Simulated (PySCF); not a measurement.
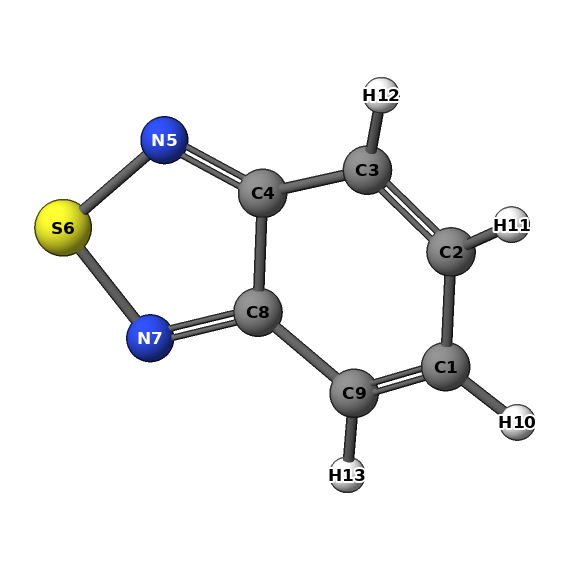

The questions are on isotropic NMR shieldings of the H atoms. Geometry: a frame of a GFN2-xTB molecular-dynamics simulation, not a minimum. Level of theory: GIAO PBE0/pcSseg-1 NMR shielding, non-relativistic, gas phase (PySCF 2.14.0).

Which H atom is the most shielded (lowest chemical shift)?

Answer. H10 (24.84 ppm).

Which H atom is the least shielded (highest chemical shift)?

Answer. H13 (23.42 ppm).

How wide is the range of H shifts?

Answer. 1.42 ppm.

Give the isotropic NMR shieldings of the H atoms atom by atom.

```tsv
atom	σ (ppm)
H10	24.84
H11	24.23
H12	24.08
H13	23.42
```
